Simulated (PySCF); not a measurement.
Scan of H2F, doublet: collinear F-H-H surface. Scanned: F-H distance and H-H distance.

Computed with unrestricted B3LYP/6-311+G**, spherical d (PySCF 2.14.0).

Energy in kcal/mol above the lowest grid point; x is the F-H distance (Å), y the H-H distance (Å).

```csv
y \ x,0.78,0.87,0.94,1.02,1.11,1.20,1.30,1.42,1.57,1.77,2.03,2.38,2.67
2.15,20.2,2.1,0.1,4.8,15.0,27.6,42.5,59.9,79.4,98.6,113.1,123.0,127.1
1.91,20.5,2.2,0.0,4.5,14.5,26.8,41.2,58.1,76.6,94.5,108.2,117.5,121.4
1.63,21.7,3.0,0.3,4.3,13.6,25.2,38.7,54.1,70.3,85.4,96.9,104.6,107.7
1.42,24.0,4.5,1.2,4.4,12.7,23.1,35.2,48.5,61.8,73.7,82.4,88.0,89.9
1.27,27.3,6.9,2.7,4.9,12.0,21.0,31.4,42.5,53.1,62.4,68.9,72.9,74.2
1.14,32.1,10.3,5.1,5.9,11.4,18.8,27.2,36.0,44.2,51.1,55.9,58.9,59.8
1.05,37.0,13.9,7.7,7.3,11.3,17.2,24.0,31.1,37.6,43.0,46.9,49.2,50.0
0.96,43.8,19.2,11.6,9.7,11.9,16.1,21.2,26.5,31.3,35.5,38.4,40.2,40.8
0.89,51.0,24.8,16.0,12.7,13.4,16.1,19.7,23.6,27.3,30.5,32.8,34.2,34.7
0.82,60.7,32.6,22.3,17.3,16.2,17.4,19.5,22.1,24.7,26.9,28.7,29.8,30.2
0.76,71.5,41.5,29.8,23.2,20.6,20.3,21.2,22.6,24.2,25.8,27.1,28.0,28.2
0.70,85.7,53.6,40.2,31.9,27.5,25.8,25.4,25.7,26.5,27.4,28.2,28.9,29.1
0.63,108.2,73.1,57.7,47.2,40.7,37.2,35.3,34.4,34.1,34.3,34.7,35.1,35.2
```

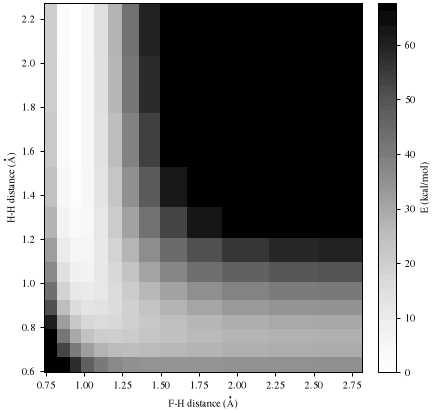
Fig. 1. Energy surface, cut off at 68 kcal/mol.

Points that lie below all their neighbours on the grid: x = 0.94, y = 1.91 (0.0 kcal/mol).
